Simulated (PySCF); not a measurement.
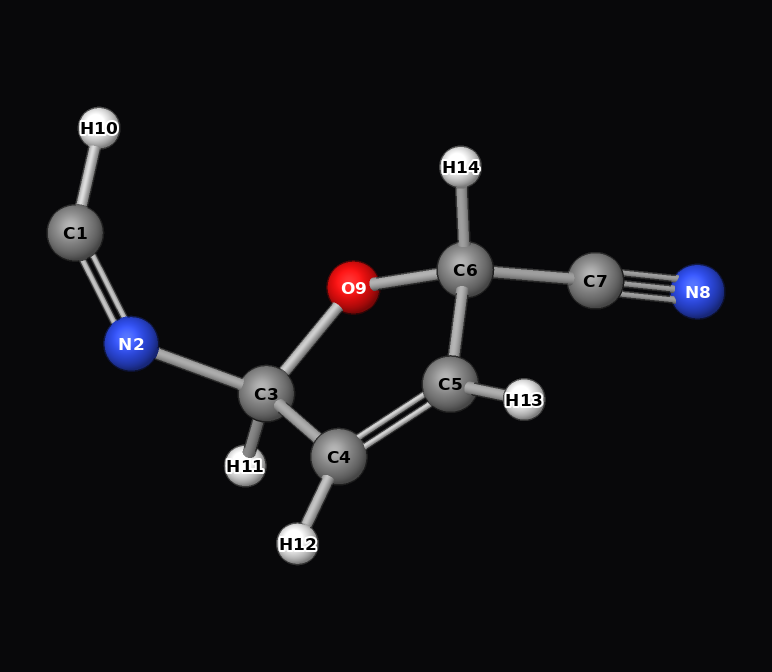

The questions are on Mulliken spin populations. Charge 0, doublet. The computed structure is the end point of a GFN2-xTB optimisation. No frequency run is at hand to confirm it as a minimum. Method: UKS B3LYP, pcH-1 on C H N O, non-relativistic (PySCF 2.14.0).

Which atom carries the largest spin population?

C1 (0.72 e).

Which atom has the lowest spin population?

C4 (−0.01 e).

Give the Mulliken spin populations atom by atom.

```json
{"atom": "C1", "value (e)": "0.72"}
{"atom": "N2", "value (e)": "0.11"}
{"atom": "C3", "value (e)": "0.08"}
{"atom": "C4", "value (e)": "−0.01"}
{"atom": "C5", "value (e)": "0.01"}
{"atom": "C6", "value (e)": "0.00"}
{"atom": "C7", "value (e)": "0.00"}
{"atom": "N8", "value (e)": "0.00"}
{"atom": "O9", "value (e)": "0.01"}
{"atom": "H10", "value (e)": "0.08"}
{"atom": "H11", "value (e)": "0.00"}
{"atom": "H12", "value (e)": "0.00"}
{"atom": "H13", "value (e)": "0.00"}
{"atom": "H14", "value (e)": "0.00"}
```

Mulliken values depend strongly on the basis set.
